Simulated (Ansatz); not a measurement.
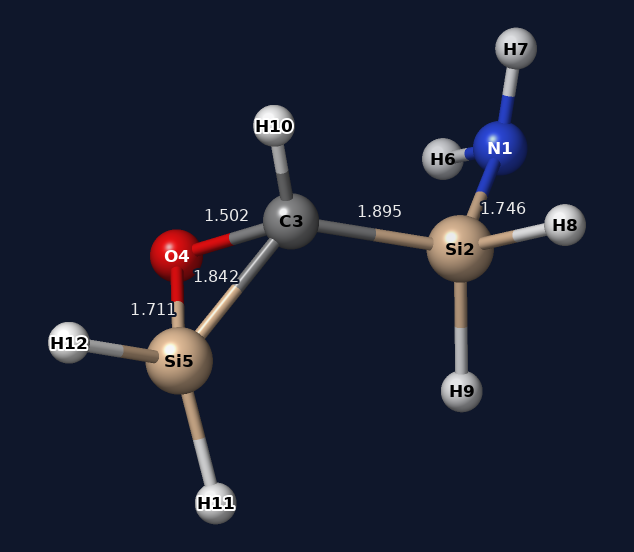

The numbers beside the sticks are distances in Å. Sticks don't show bond order. The geometry was computed by an optimisation with PBE-D4/def2-SVP. No frequency run is at hand to confirm it as a minimum.

### Which of the marked bonds are single, double, triple or aromatic?

N1–Si2 single; Si2–C3 single; C3–O4 single; C3–Si5 single; O4–Si5 single.

### Write the SMILES.

N[SiH2][C@H]1O[SiH2]1
